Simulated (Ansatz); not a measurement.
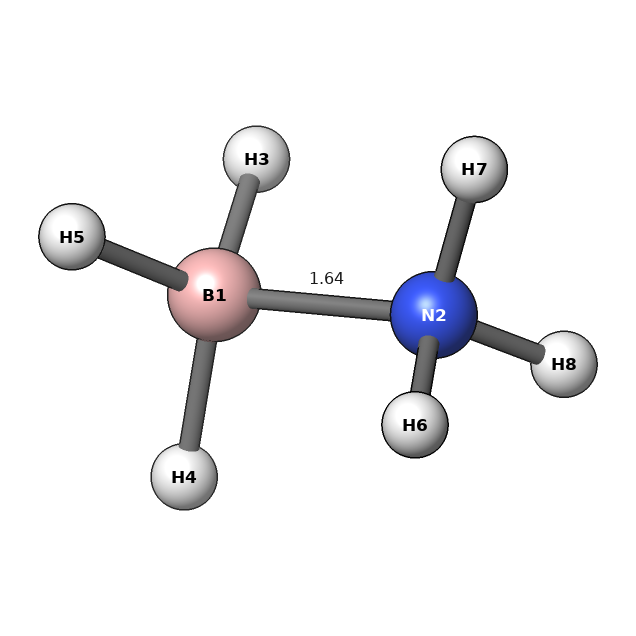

The numbers beside the sticks are distances in Å. Sticks don't show bond order. The geometry was computed by an optimisation with PBE-D4/def2-SVP. No frequency run is at hand to confirm it as a minimum.

> Which of the marked bonds are single, double, triple or aromatic?

B1–N2 single. This is one Lewis structure.

> Write the SMILES.

[BH3-][NH3+]
